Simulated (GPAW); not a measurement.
# Polarising Hf2COS MXene monolayer with a field along the normal

The dipole of the cell at several fields, atoms fixed. What does the strongest field give, and what length does the slope stand for?

How it was computed: GPAW 26.7.0, plane waves (500 eV), PAW setups, PBE, 12×12 mesh, a dipole layer in the vacuum; geometry relaxed without an applied field with GPAW. The cell's area is 9.68 Å², and e/ε0 = 180.95 V Å.

The runs, one held back:

```
field (V/Å)  dipole (e Å)
       −0.2        0.0029
       −0.1        0.0383
      −0.05        0.0559
       0.05        0.0913
        0.1        0.1089
        0.2        0.1442
        0.3             ?
```

Q: What is the dipole at 0.3 V/Å?

Worked answer. A line through the 6 points has the slope α = 0.353 e Å per V/Å and the intercept p₀ = 0.0736 e Å (r.m.s. residual 3.5e−05). At 0.3 V/Å it gives p = 0.0736 + 0.353 × 0.3 = 0.1796 e Å; the run gives 0.1796 e Å, so the response stays linear to 0.0 % of the induced part. Dividing by ε0 and the area: α/(ε0 A) = 0.353 × 180.95 / 9.68 = 6.60 Å, against 5.21 Å between the outer nuclei.

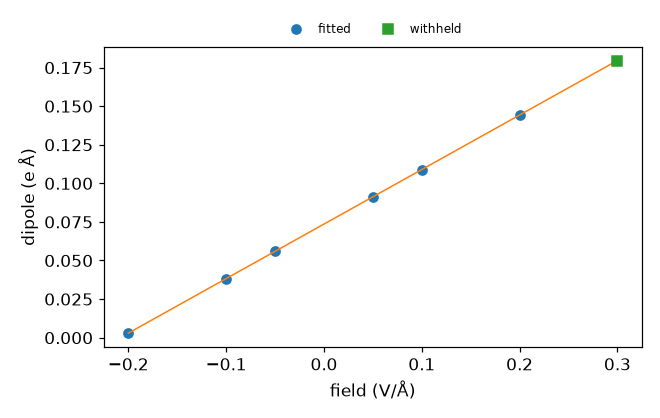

The line and the withheld run.

Caveats: This is the electronic response alone; ions that move would add to it in polar layers. No run was spin-polarised, so magnetic states weren't tested. Spin-orbit coupling is left out, which matters for the heavier atoms here. Layers with unlike faces were relaxed with their cell in a fully periodic cell without the dipole layer, so their atoms felt a small spurious field.

[Logs are printed without paths, hosts, clocks, repeated set-up lines and the standing remarks that a program may print on its own settings, such as how far it seeks lower states.]
